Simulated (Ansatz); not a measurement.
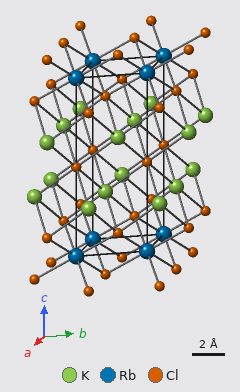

This is the input geometry for a relaxation of crystalline K2RbCl3 (built on the K2NaCl3-164 type type). A ball-and-stick model of the cell of the calculation, seen slightly off an axis.

Computed with DFT, PBEsol, plane waves, PAW in Ansatz.

Input file:
```yaml
crystal:
  lattice:
    - [4.65755483, 0.0, 0.0]
    - [-2.32877742, 4.0335608, 0.0]
    - [0.0, 0.0, 11.51937515]
  atoms:
    - { symbol: K, position: [0.33333333, 0.66666667, 0.67902339] }
    - { symbol: K, position: [0.66666667, 0.33333333, 0.32097661] }
    - { symbol: Rb, position: [0.0, 0.0, 0.0] }
    - { symbol: Cl, position: [0.33333333, 0.66666667, 0.1429916] }
    - { symbol: Cl, position: [0.66666667, 0.33333333, 0.8570084] }
    - { symbol: Cl, position: [0.0, 0.0, 0.5] }
kpoints:
  mp_grid: { grid: [6, 6, 2] }
hamiltonian:
  xc: pbesol
scf:
  occupations: { method: fermi_dirac, width: 0.03 }
relax:
  f_tol: 0.01
  cell: {}
  max_steps: 120
```

Run as
```bash
ansatz run input.yaml --threads 2 --pin off --max-ram 2211MiB --backend cpu --events-out ev --progress --plain --runs-dir out
```

What does the optimiser find from here?

Answer. After 4 accepted moves (5 points after the start) the energy has fallen by 64.6 meV per atom. The largest force component goes from 0.65 to 0.00079 eV/Å. The pressure goes from −1.11 to 0.01 GPa. At 1 point the geometry stayed and the basis and grid were re-selected for the new cell (energy shift of less than 0.05 meV per atom at most each time). The largest moves relative to the cell, 0.38 Å, are those of Cl4 and Cl5. Cl4 goes along +c. By element the largest moves are Cl 0.38 Å, K 0.20 Å. Rb stays in place. The volume changes by −11.6 %, with a = b 4.658 → 4.482 Å (−3.8 %), c 11.519 → 10.995 Å (−4.6 %). Some distances before and after: K1–Cl6 3.389 → 3.137 Å, K1–Cl5 3.382 → 3.136 Å, Rb3–Cl4 3.153 → 3.242 Å. Among the angles between lasting bonds that change: Cl4–Rb3–Cl4 95.2° → 87.5°, Cl4–Rb3–Cl5 84.8° → 92.5°, Rb3–Cl5–Rb3 95.2° → 87.5°. The space group stays P-3m1 (No. 164). The run took 13 s on 2 threads of Arm Neoverse V2, with other jobs on the host, peak memory 0.47 GiB.

Final geometry:

```
CELL_PARAMETERS angstrom
4.48238 0.00000 0.00000
-2.24119 3.88186 0.00000
0.00000 0.00000 10.99519
ATOMIC_POSITIONS crystal
K 0.33333 0.66667 0.66129
K 0.66667 0.33333 0.33871
Rb 0.00000 0.00000 0.00000
Cl 0.33333 0.66667 0.17761
Cl 0.66667 0.33333 0.82239
Cl 0.00000 0.00000 0.50000
```

After the run, drawn alike:

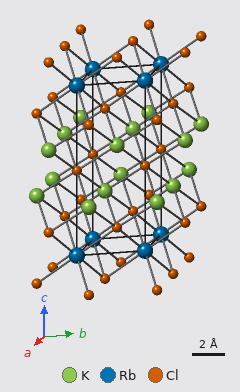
